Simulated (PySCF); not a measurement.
# CBr: bond curves at several levels of theory

Aim: find the lowest electronic state of CBr, scan its bond at several levels of theory, and get bond length, wavenumber and dissociation energy from each curve.

Program: PySCF 2.14.0. Level of theory: C def2-TZVPP, Br def2-TZVPP, no relativity. These are calculated values, not measurements.

## 1. Input

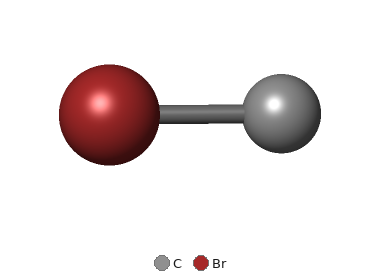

The two atoms at the starting distance (carbon grey, bromine red).

The job is set up so:

```
atoms                         : C, Br
charge                        : 0
basis                         : C def2-TZVPP, Br def2-TZVPP
Hamiltonian                   : no relativity
basis functions               : 79
electrons treated             : 41
masses in u                   : 12.0000, 78.9183
levels                        : PBE0, PBE, r²SCAN, r²SCANh, MN15, M06-2X, PBEsol, ωB97X, HF, MP2, SCS-MP2, CCSD, CCSD(T)
grid                          : 80 radial by 434 angular points
occupations                   : held fixed by the projection of orbital angular momentum
dissociation limit            : C + Br, each in its ground configuration
starting distance in angstrom : 1.825
values of 2S to try           : 1, 3
```

Command:

```console
$ OMP_NUM_THREADS=1 python dia.py task.json out
```

Further steps of the session: PBE0 along the bond; Higher solutions at PBE0; PBE; r²SCAN; r²SCANh (hybrid meta-GGA); MN15; M06-2X; PBEsol; ωB97X (range-separated hybrid); UHF; Adding correlation.

What does the calculation give? Wanted: for each run, Re; ωe; De; μ.

The runs gave:

Lowest PBE0 solution found, without spin–orbit coupling: ²Π (doublet), unpaired electrons π ↑. State 2 has its PBE0 minimum 1.98 eV higher. The other levels ran on the lowest alone.

| level | Re (Å) | ωe (cm⁻¹) | De (eV) | μ (D) |
| --- | --- | --- | --- | --- |
| UHF | 1.837 | 719 | 1.65 | 0.93 |
| UHF-MP2 | 1.804 | 765 | 3.47 | n/a |
| UHF-SCS-MP2 | 1.812 | 748 | 3.32 | n/a |
| UHF-CCSD | 1.820 | 741 | 3.18 | n/a |
| UHF-CCSD(T) | 1.824 | 734 | 3.41 | n/a |
| PBE | 1.832 | 716 | 4.12 | 1.63 |
| PBEsol | 1.819 | 734 | 4.40 | 1.69 |
| r²SCAN | 1.825 | 725 | 3.78 | 1.52 |
| r²SCANh | 1.821 | 733 | 3.65 | 1.48 |
| PBE0 | 1.815 | 745 | 3.73 | 1.52 |
| MN15 | 1.806 | 747 | 3.52 | 1.54 |
| M06-2X | 1.823 | 731 | 3.45 | 1.37 |
| ωB97X | 1.806 | 762 | 3.49 | 1.57 |

De is counted to C + Br in their ground configurations. A positive dipole means C(−)Br(+).

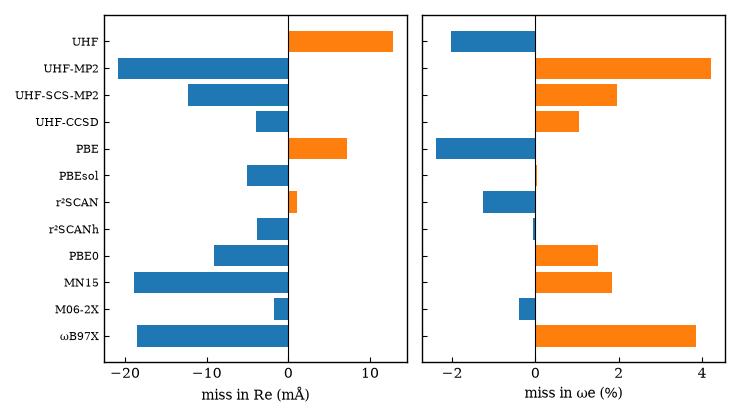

How far each level lies from CCSD(T) in the same basis.

What this shows: Judged by CCSD(T) in the same basis: best bond length r²SCAN (+1 mÅ), worst UHF-MP2 (-21 mÅ); best wavenumber PBEsol (0.0 %), worst UHF-MP2 (+4.2 %). Among the levels with a De in the table, it runs from 1.65 eV (UHF) to 4.40 eV (PBEsol).

Correlated steps freeze 10 core orbitals.
